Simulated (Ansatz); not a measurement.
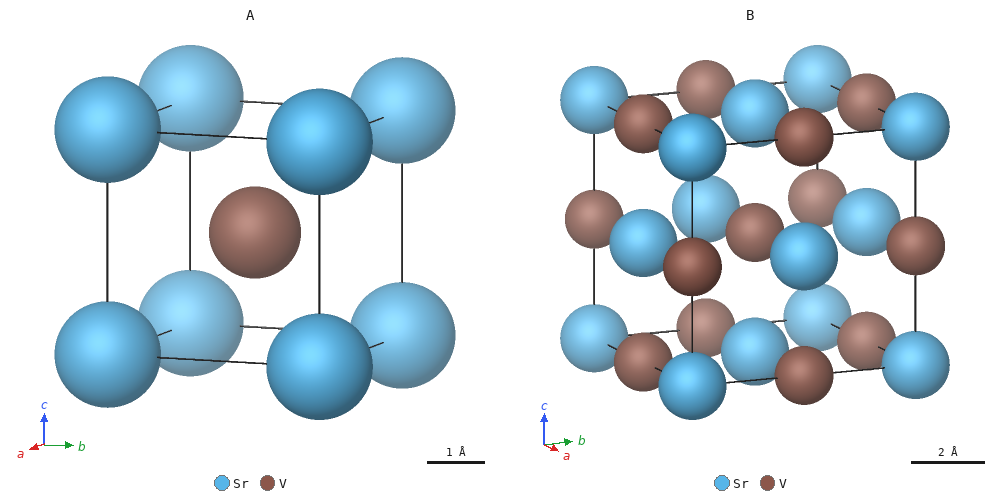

Two structures of SrV, each relaxed to rest (conventional cells in solid outline, small ones repeated, not to one scale). Method: DFT PBE, scalar-relativistic, plane waves, PAW in Ansatz, with collinear spins.

> Characterise the two forms.

A: caesium chloride (CsCl, B2) type, Pm-3m. B: rock salt (NaCl type), Fm-3m.

> What is the energy order of the two?

A is lower, by 433 meV/atom at this level of theory (energies at zero smearing). Volumes: A 31.9, B 37.6 Å³/atom.

One or both may be structure types tried for this composition rather than known phases.
